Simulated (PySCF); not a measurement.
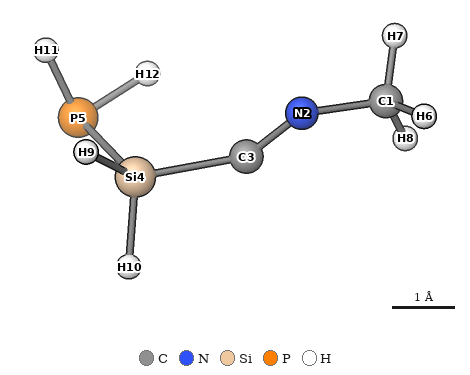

The structure as given in the input (ball-and-stick view, seen at a tilt; atoms are numbered from 1 in the order of the input).

## Run report: C2H7NPSi, EPR calculation

The run: EPR calculation of C2H7NPSi, multiplicity 2. Method and program: UKS B3LYP, pcH-1 on C H N P Si, non-relativistic, mean-field spin-orbit, GIAO (PySCF 2.14.0).

It belongs to a series of runs on one base structure; here: H removed from sp2 C.

## The input
```
{"job": {"kind": "epr", "basis": "pcH-1"}, "charge": 0, "multiplicity": 2}
C     -2.514125     0.319045    -0.000028
N     -1.187676     0.005734    -0.401396
C     -0.245889    -0.540925     0.147892
Si     1.526880    -0.950871    -0.138888
P      2.593082     0.504033     1.216128
H     -3.201250    -0.170349    -0.692423
H     -2.650600     1.398313    -0.090433
H     -2.742493     0.006125     1.024227
H      2.214042    -0.930084    -1.442622
H      1.670227    -2.286430     0.450799
H      3.039659     1.332422     0.204342
H      1.499341     1.312302     1.461095
```

The first line tells a small driver script what to run in PySCF; the rest is the geometry in Å.

Launch command:
```bash
OMP_NUM_THREADS=1 python <driver script> task.json out
```

## Log
```
UKS, coarse grid
  cycle   1  E = -765.95636921  |g| = 2.20e-01
  cycle   2  E = -765.95634010  |g| = 1.99e-01
  cycle   3  E = -765.97054014  |g| = 1.06e-01
  cycle   4  E = -765.97472334  |g| = 4.21e-02
  cycle   5  E = -765.97550654  |g| = 5.03e-03
  cycle   6  E = -765.97552133  |g| = 2.24e-03
  cycle   7  E = -765.97552480  |g| = 7.42e-04
UKS, final grid
  cycle   1  E = -765.97555369  |g| = 9.49e-04
  cycle   2  E = -765.97555281  |g| = 1.71e-03
  cycle   3  E = -765.97555420  |g| = 3.91e-04
  cycle   4  E = -765.97555427  |g| = 9.34e-05
  cycle   5  E = -765.97555430  |g| = 4.78e-05
  cycle   6  E = -765.97555430  |g| = 1.16e-05
E = -765.97555430 Eh   <S^2> = 0.7527 (exact 0.7500)
g shifts (ppm)      1          2          3
  rmc          -173       -173       -173
  gc             30         14          8
  oz_so       -3717       -147       1114
  total       -3860       -306        950
hyperfine (MHz)  atom isotope    a_iso     a_fc   dipolar eigenvalues
    0   13C      86.20      86.21     -6.12     -5.13     11.25
    1   14N      27.86      27.95    -16.32    -14.48     30.81
    2   13C      95.72      95.98    -47.87    -46.06     93.92
    3  29Si    -154.58    -154.72    -23.75      8.64     15.11
    4   31P      21.05      21.02     -2.85      0.88      1.97
    5    1H      -3.26      -3.26     -5.10     -3.79      8.89
    6    1H      -4.36      -4.36     -5.06     -3.74      8.80
    7    1H      36.09      36.09     -5.32     -1.61      6.94
    8    1H      89.04      89.04     -3.21     -1.34      4.55
    9    1H      -3.33      -3.32     -4.05     -2.05      6.10
   10    1H       2.90       2.90     -1.35     -0.89      2.23
   11    1H      -0.40      -0.41     -2.48     -2.12      4.60
```

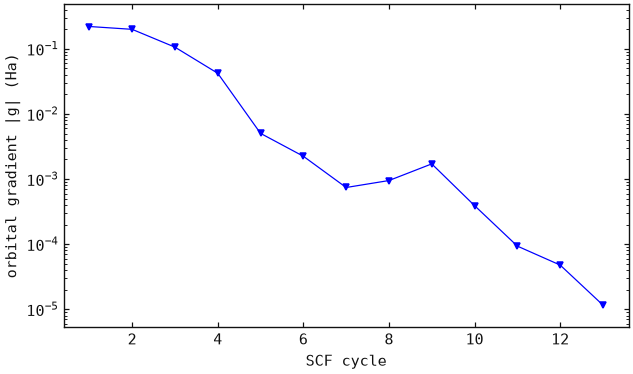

Convergence of the self-consistent field: orbital gradient |g| against the SCF cycle. All cycles printed in the log are drawn one after another.

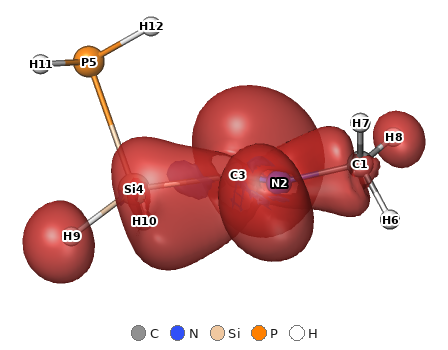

Isosurfaces of the spin density at +0.01 (red) and −0.01 e/Å³ (blue), seen at a tilt. The unpaired spin (1 electron) lies mostly on C3 (about 0.5), N2 (about 0.3) and Si4 (about 0.1), in electrons by Hirshfeld's partition.

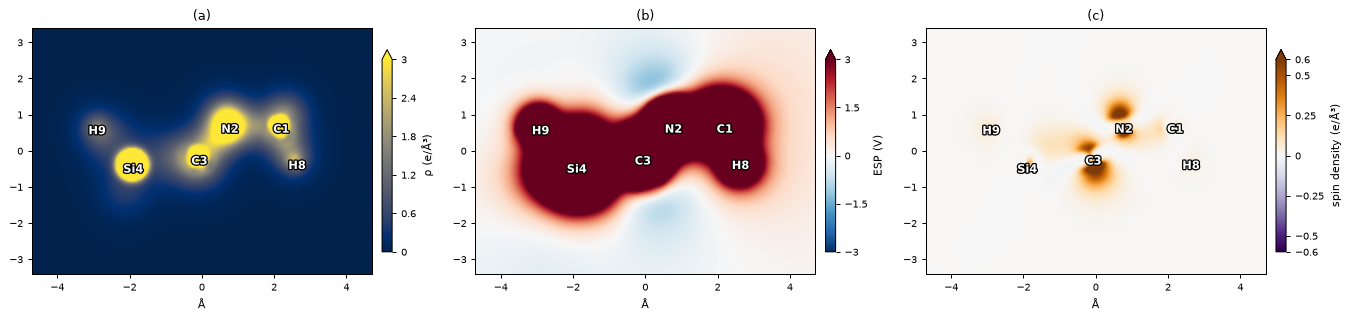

(a) electron density; (b) electrostatic potential; (c) spin density on the plane of atoms N2, C1 and H8. Atoms in the plane: C, N, Si and H. C–N (1.22 Å): ρ at the midpoint is about 2.7 e/Å³. C–H (1.10 Å): ρ at the midpoint is about 1.9 e/Å³. The unpaired spin (1 electron) lies mostly on C3 (about 0.5), N2 (about 0.3) and Si4 (about 0.1), in electrons by Hirshfeld's partition.

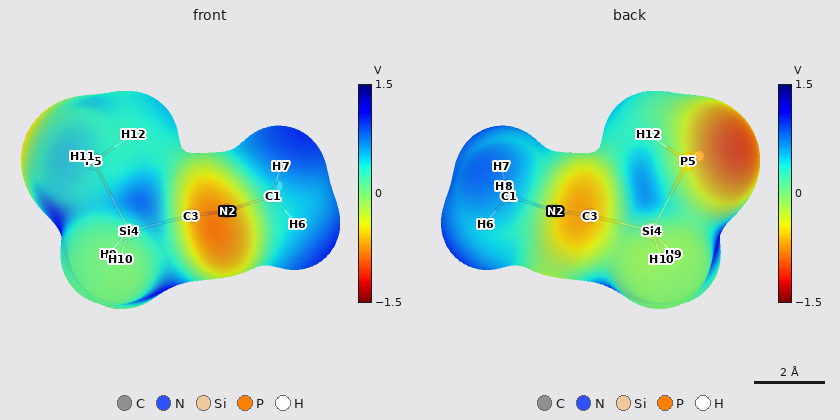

The electrostatic potential painted on the density surface at 0.002 e/bohr³, seen face on and from behind; red is negative and blue positive.

## Results in brief

```json
{"quantity": "outcome", "value": "converged"}
{"quantity": "total energy", "value": "−765.975554 hartree"}
{"quantity": "⟨S²⟩", "value": "0.753"}
{"quantity": "isotropic g", "value": "2.0012"}
{"quantity": "hardware", "value": "1 CPU thread, shared host"}
{"quantity": "wall time", "value": "33 s"}
{"quantity": "peak memory", "value": "0.71 GiB"}
```
